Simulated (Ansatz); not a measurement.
C₂H₇NOSi

The calculation's input:

```
crystal:
  periodic: [false, false, false]
  atoms:
    - { symbol: C, position_ang: [-1.7933, 0.6631, -0.0536] }
    - { symbol: C, position_ang: [-0.3471, 0.7316, -0.0352] }
    - { symbol: O, position_ang: [0.2999, 1.7588, -0.0665] }
    - { symbol: Si, position_ang: [0.653, -0.9086, 0.0347] }
    - { symbol: "N", position_ang: [2.2825, -0.7478, 0.0512] }
    - { symbol: H, position_ang: [-2.2203, 1.7496, -0.1077] }
    - { symbol: H, position_ang: [-2.2035, 0.2343, 0.8429] }
    - { symbol: H, position_ang: [-2.1535, 0.1918, -0.96] }
    - { symbol: H, position_ang: [0.2728, -1.7332, -1.106] }
    - { symbol: H, position_ang: [0.2197, -1.6717, 1.2848] }
    - { symbol: H, position_ang: [2.5016, -0.1396, 0.8798] }
    - { symbol: H, position_ang: [2.5652, -0.1834, -0.7304] }
basis:
  gaussian: { orbitals: "6-31G" }
hamiltonian:
  xc: r2scan
  dispersion: d4
relax:
  f_tol: 0.02
  max_steps: 50
output:
  orbitals: {}
```

Command:

```sh
ansatz run input.yaml --threads 1 --pin off --max-ram 2048MiB --backend cpu --events-out ev --progress --plain --runs-dir out
```

The fields are those of the relaxed geometry.

The calculation used RKS r2SCAN-D4/6-31G in Ansatz 0.2.0.

> What will maps of the electron density and electron localisation function show?

C–O (1.25 Å): the density is about 2.8 e/Å³ at the midpoint; the ELF peaks at about 0.90 between the atoms, as expected for a polar covalent bond.
C–C (1.51 Å): ρ is about 1.6 e/Å³ halfway; the ELF peaks at about 0.95 between the atoms, as expected for localised, covalent bonding.
Si–N (1.75 Å): ρ is about 0.88 e/Å³ halfway; the ELF peaks at about 0.90 between the atoms; a shared but strongly polarised pair.
C–Si (1.97 Å): ρ is about 0.76 e/Å³ halfway; the ELF peaks at about 0.95 between the atoms: localised, covalent bonding.

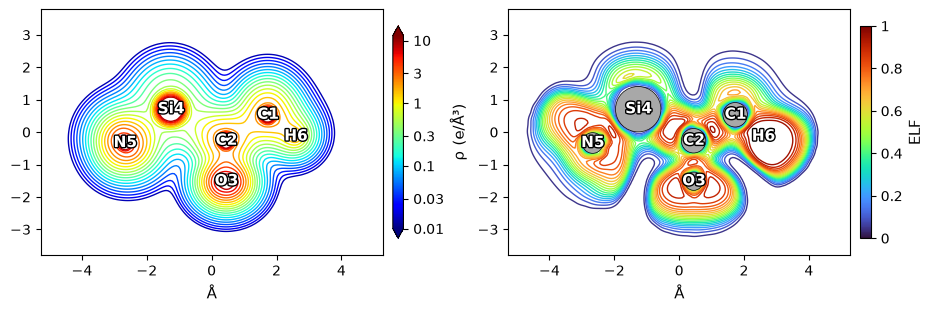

Computed electron density and electron localisation function on the plane of atoms C2, C1 and H6, in this order. Grey discs cover the atomic cores in the ELF map. 
